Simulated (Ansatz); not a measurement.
# [SiH3O4]− (SMILES [O-][Si](O)(O)O): B3LYP/6-31G(d) (Cartesian functions)

What is the vertical singlet–triplet gap of [SiH3O4]− at B3LYP/6-31G* (Cartesian functions)? 

Program for the calculation: Ansatz 0.2.0.

13 further runs of the same task are left out: 10 that didn't finish, 3 set aside as unsound or not needed. Runs told in other sessions of the task aren't counted.

**1. Starting point**

The species is [SiH3O4]− (8 atoms), meant as a singlet with charge -1. SMILES: `[O-][Si](O)(O)O`. The shape is that of a PBE0-D4/def2-TZVPD optimisation. This is one conformer, not always the lowest.

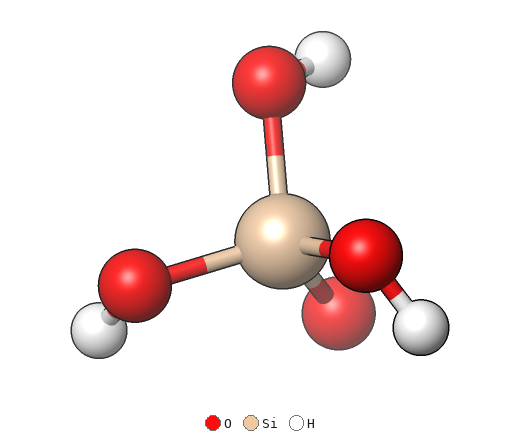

Viewed from a chosen angle; oxygen red, silicon light orange, hydrogen white.

**2. The energy at B3LYP/6-31G(d) (Cartesian functions)**

run.yaml reads:

```yaml
crystal:
  periodic: [false, false, false]
  atoms:
    - symbol: O
      position_ang: [-1.413500, 0.197800, 0.825000]
    - symbol: Si
      position_ang: [-0.078000, 0.010900, 0.045600]
    - symbol: O
      position_ang: [1.319300, 0.127500, 0.978800]
    - symbol: O
      position_ang: [0.191900, 1.122100, -1.191000]
    - symbol: O
      position_ang: [0.099000, -1.475100, -0.727300]
    - symbol: H
      position_ang: [1.074100, 0.563800, 1.796600]
    - symbol: H
      position_ang: [-0.653700, 1.525800, -1.393900]
    - symbol: H
      position_ang: [-0.539100, -2.072800, -0.333900]
basis:
  gaussian: {orbitals: "6-31G*"}
accuracy: high
total_charge: -1
hamiltonian: {xc: {name: B3LYP}}
output: {orbitals: {seedname: orbitals}}
```

Started as:

```bash
$ ansatz run run.yaml --threads 1 --pin off --max-ram 2610MiB --events-out events.jsonl --progress --plain --runs-dir runs
```

Standard output:

```text
Warning: RAYON_NUM_THREADS=1 ignored (pool sized by the plan → 1); use --threads N
Functional definition: B3LYP
  name "B3LYP"
  parameter a0 = 0.2
  parameter ax = 0.72
  parameter ac = 0.81
  exchange = (1 - a0 - ax)*slater_x + ax*b88_x + a0*exact_x
  correlation = (1 - ac)*vwn_rpa_c + ac*lyp_c
1804 factors; integrals over basis functions are off by at most 3.2e-9 eV
mean field evaluation 1: about -16111.8463 eV, gradient 6.7e1 eV
mean field evaluation 2: about -16096.2468 eV, gradient 1.1e2 eV
mean field evaluation 4: about -16119.4101 eV, gradient 2.8e0 eV
mean field evaluation 8: about -16119.5680 eV, gradient 1.1e-1 eV
mean field evaluation 16: about -16119.5680 eV, gradient 1.1e-5 eV
mean field -16119.56798357 eV, -592.3831971605 hartree, gradient 2.3e-8 eV, S^2 0.000000; 0 other end points of the search recorded, 0 dependent functions left out
reference -16119.56802106 eV, -592.3831985385 hartree; 25, 25 occupied and 60, 60 virtual orbitals, 1804 factors
Total energy: -16119.56802106 eV, -592.3831985385 hartree
```

Run time: 7.5 s. Hardware: 1 thread of Arm Neoverse V2, shared host; peak memory 0.28 GiB.

**3. The triplet**

input.yaml reads:

```yaml
basis:
  gaussian:
    orbitals: "6-31G*"
crystal:
  periodic: [false, false, false]
  atoms:
    - {symbol: O, position_ang: [-1.413500, 0.197800, 0.825000]}
    - {symbol: Si, position_ang: [-0.078000, 0.010900, 0.045600]}
    - {symbol: O, position_ang: [1.319300, 0.127500, 0.978800]}
    - {symbol: O, position_ang: [0.191900, 1.122100, -1.191000]}
    - {symbol: O, position_ang: [0.099000, -1.475100, -0.727300]}
    - {symbol: H, position_ang: [1.074100, 0.563800, 1.796600]}
    - {symbol: H, position_ang: [-0.653700, 1.525800, -1.393900]}
    - {symbol: H, position_ang: [-0.539100, -2.072800, -0.333900]}
accuracy: high
hamiltonian:
  xc: {name: B3LYP}
total_charge: -1
output:
  orbitals: {seedname: orbitals}
magnetization:
  spin_polarized: true
  initial_magnetization: 2
```

Started as:

```bash
$ ansatz run input.yaml --threads 1 --pin off --max-ram 2610MiB --events-out events.jsonl --progress --plain --runs-dir runs
```

Standard output, shortened:

```text
Warning: RAYON_NUM_THREADS=1 ignored (pool sized by the plan → 1); use --threads N
Functional definition: B3LYP
  name "B3LYP"
[...]
1804 factors; integrals over basis functions are off by at most 3.2e-9 eV
[...]
mean field -16113.45235251 eV, -592.1584518645 hartree, gradient 2.7e-8 eV, S^2 2.003722; 7 other end points of the search recorded, 0 dependent functions left out
reference -16113.45239127 eV, -592.1584532890 hartree; 26, 24 occupied and 59, 61 virtual orbitals, 1804 factors
Total energy: -16113.45239127 eV, -592.1584532890 hartree
```

Wall time 3.1 min (1 thread of Arm Neoverse V2, shared host); peak memory 0.44 GiB.

**4. Summary of results**

At B3LYP/6-31G* (Cartesian functions):

| quantity | value |
| --- | --- |
| singlet: total energy | -592.38320 Eh |
| singlet: HOMO energy | -0.74 eV |
| singlet: LUMO energy | 6.23 eV |
| singlet: HOMO–LUMO gap (to an unbound level, set by the basis) | 6.97 eV |
| triplet: total energy | -592.15845 Eh |
| triplet: HOMO energy (highest over α and β) | 4.46 eV |
| triplet: ⟨S²⟩ | 2.004 |
| vertical energy of the triplet above the singlet | 6.116 eV |

What this shows: At this shape the triplet lies 6.12 eV (590 kJ/mol) above the singlet. For an anion a state so high probably lies above electron detachment. The HOMO (triplet) lies at positive energy, 4.46 eV, from the functional's self-interaction, a short basis or an electron that isn't bound; only total energies against the neutral tell.
